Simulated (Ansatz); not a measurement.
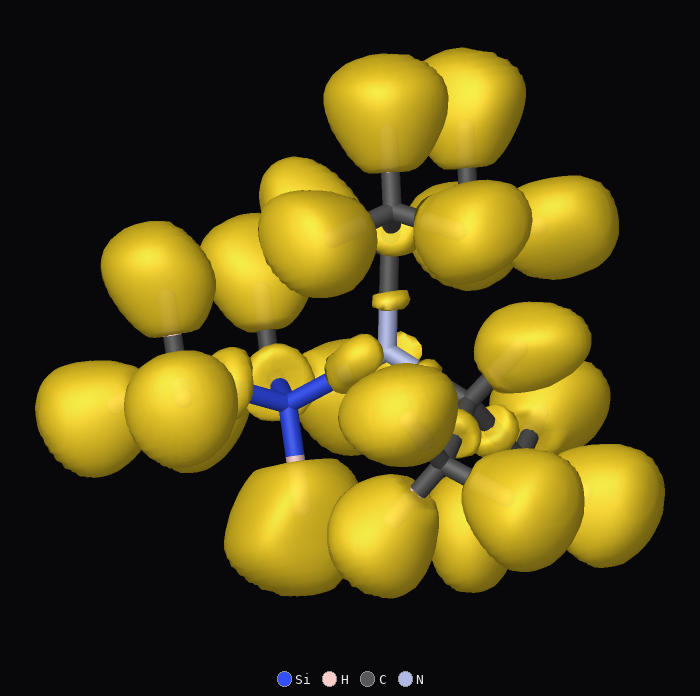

Figure 1: C8H21NSi. Isosurface of the electron localisation function at 0.85 (yellow), seen at a tilt. Core shells and regions of very low density are left out.

Geometry: r2SCAN-D4/def2-SVP.

Theory: RKS PBE0-D4/def2-TZVP in Ansatz 0.2.0.

Input file:

```
crystal:
  periodic: [false, false, false]
  atoms:
    - {symbol: Si, position_ang: [0.773645, 1.353931, 0.564032]}
    - {symbol: H, position_ang: [0.756417, 1.378620, 2.060413]}
    - {symbol: C, position_ang: [2.562873, 1.366433, -0.026033]}
    - {symbol: H, position_ang: [3.121351, 0.513905, 0.393540]}
    - {symbol: H, position_ang: [3.076593, 2.294253, 0.277304]}
    - {symbol: H, position_ang: [2.625433, 1.299560, -1.125416]}
    - {symbol: C, position_ang: [-0.086900, 2.900939, -0.081070]}
    - {symbol: H, position_ang: [-1.121193, 2.961426, 0.294856]}
    - {symbol: H, position_ang: [-0.129476, 2.910220, -1.183379]}
    - {symbol: H, position_ang: [0.445616, 3.813653, 0.235460]}
    - {symbol: N, position_ang: [-0.056418, -0.097442, 0.058301]}
    - {symbol: C, position_ang: [-0.177930, -0.346660, -1.380874]}
    - {symbol: C, position_ang: [0.561282, -1.614397, -1.826294]}
    - {symbol: C, position_ang: [-1.634277, -0.339323, -1.861475]}
    - {symbol: C, position_ang: [-0.644094, -1.086319, 0.968764]}
    - {symbol: C, position_ang: [0.412212, -1.764648, 1.847819]}
    - {symbol: C, position_ang: [-1.782297, -0.497323, 1.809266]}
    - {symbol: H, position_ang: [0.323849, 0.503186, -1.885208]}
    - {symbol: H, position_ang: [0.114401, -2.517945, -1.378906]}
    - {symbol: H, position_ang: [0.518721, -1.734048, -2.921362]}
    - {symbol: H, position_ang: [1.618616, -1.571571, -1.520864]}
    - {symbol: H, position_ang: [-2.208391, -1.168433, -1.415096]}
    - {symbol: H, position_ang: [-2.127848, 0.604744, -1.581829]}
    - {symbol: H, position_ang: [-1.691113, -0.451880, -2.956658]}
    - {symbol: H, position_ang: [-1.088855, -1.875519, 0.335601]}
    - {symbol: H, position_ang: [0.888725, -1.033480, 2.521881]}
    - {symbol: H, position_ang: [1.200516, -2.217464, 1.226240]}
    - {symbol: H, position_ang: [-0.034817, -2.554738, 2.474121]}
    - {symbol: H, position_ang: [-2.261106, -1.270517, 2.433180]}
    - {symbol: H, position_ang: [-1.404800, 0.289525, 2.483325]}
    - {symbol: H, position_ang: [-2.550726, -0.048681, 1.160370]}
basis:
  gaussian: {orbitals: def2-TZVP, initial_orbitals: start.molden}
hamiltonian: {xc: pbe0, dispersion: d4}
scf: {omitted_lower_state_checks: [starts]}
output: {orbitals: {seedname: orbitals}}
```

Launched as:

```sh
ansatz run in.yaml --threads 4 --pin off --events-out ev --progress --plain --max-ram 6963MiB
```

Q: Where are the electrons localised?

A: The surface consists of four regions between bonded C–C atoms (shared pairs), two regions between bonded C–N atoms (shared pairs), two regions between bonded C–Si atoms (shared pairs), one region between bonded N–Si atoms (shared pairs) and 21 regions around hydrogen nuclei. Along the contacts the grid gives the following. C–N (1.47 Å): the ELF peaks at about 0.90 between the atoms; localised, covalent bonding. C–C (1.53 Å): the ELF peaks at about 0.95 between the atoms; localised, covalent bonding.
